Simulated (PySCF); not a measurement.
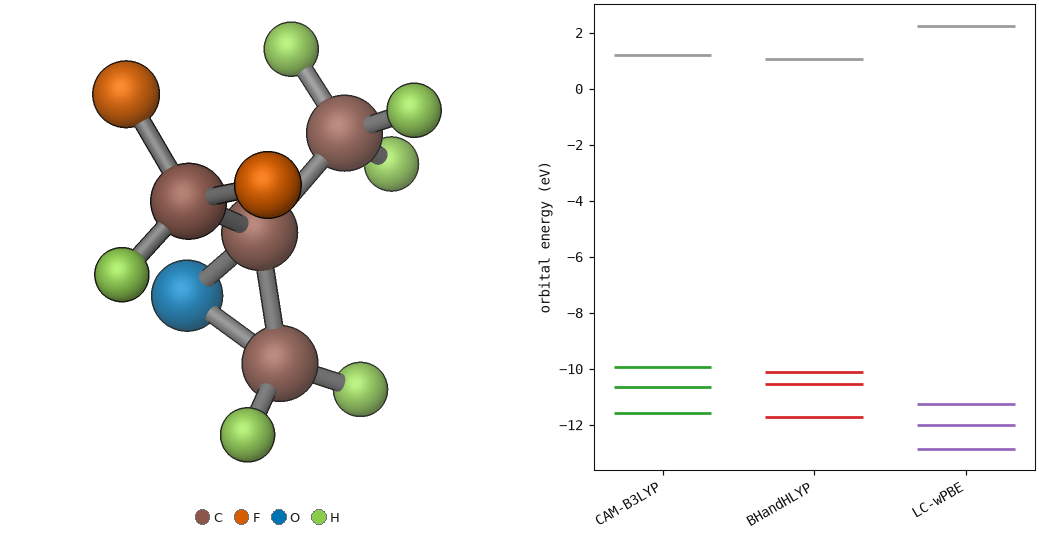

Frontier orbital energies of C₄H₆F₂O, SMILES C[C@]1(C(F)F)CO1 at one geometry, def2-SVPD, PySCF 2.14.0, at a PBE0-D3(BJ)/def2-SVP geometry (no frequency check). Empty levels are grey, levels within 0.1 eV stand side by side; all columns show the same few orbitals around the gap.

How do the frontier levels move from column to column?

The separation grows from 11.14 eV (CAM-B3LYP) to 13.49 eV (LC-wPBE).

| level | HOMO (eV) | LUMO (eV) | separation (eV) |
| --- | --- | --- | --- |
| CAM-B3LYP | −9.94 | 1.20 | 11.14 |
| BHandHLYP | −10.11 | 1.04 | 11.16 |
| LC-wPBE | −11.24 | 2.25 | 13.49 |

Limits of at least one run: empty levels above zero depend strongly on the basis; one conformer of a flexible molecule.
